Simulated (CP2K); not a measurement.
Consider silicon tetrafluoride at its PBE geometry (Å).

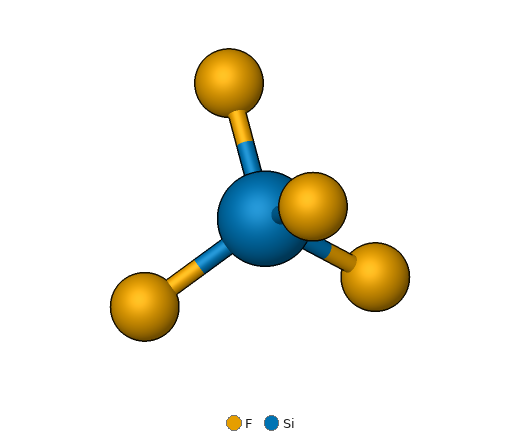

The molecule (fluorine orange, silicon blue).

```xyz
5

F     1.5437   -0.1695    0.2310
Si   -0.0007   -0.0039   -0.0019
F    -0.3097    1.4996   -0.3276
F    -0.7936   -0.3989    1.2950
F    -0.4397   -0.9274   -1.1964
```

Method: CP2K XAS_TDP, all-electron GAPW, PBEh(45%), aug-pc-1, TDA, GW2X-corrected core level, no relativity.

Q: Predict the bright core excitations at the F K edge.

Leading lines: F1 688.89 eV. The leading line of an atom is its first one with 35 % of the strongest within 2.5 eV of its lowest line over the strength cut. Core ionisation energies at this level: F1 692.42 eV.

The first six lines of each atom with a strength over 0.0015:

```
                      atom  energy (eV)  states  strength, one atom  above the computed threshold
F1 (bonded to Si), 4 alike       688.89       1              0.0110                              
                                 690.92       1              0.0125                              
                                 690.99       1              0.0120                              
                                 691.38       1              0.0053                              
                                 692.22       1              0.0114                              
                                 692.64       1              0.0063                           yes
```

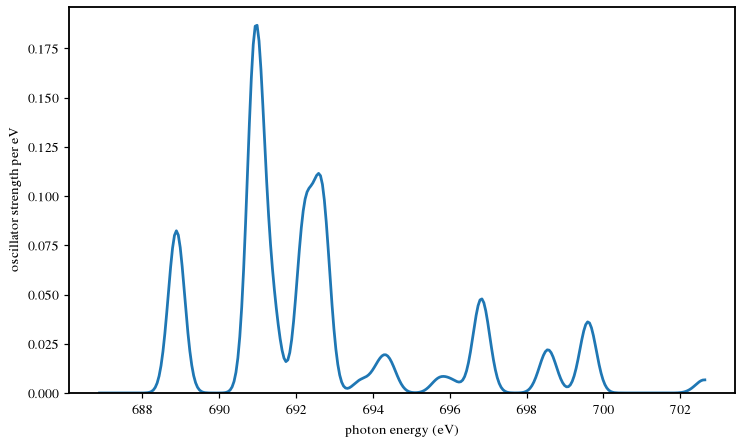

All atoms added, broadened by 0.5 eV.

Lines are vertical, at one geometry, with no vibrational structure. GW2X ionisation energies and lines can be off by 1 to 2 eV either way, and a good line position may hide errors that cancel. These values hold no scalar relativity, about 0.7 eV for F 1s. Rydberg lines, and the discretised continuum above threshold, depend on the basis and the box.

[Banner, clock and machine lines of the logs are left out without a mark of their own.]

[Logs are printed without paths, hosts, clocks, repeated set-up lines and the standing remarks that a program may print on its own settings, such as how far it seeks lower states.]

[Hosts, paths, dates, database ids (printed as entryN), source tags and the programs' standing remarks are cut or masked in the printed files.]
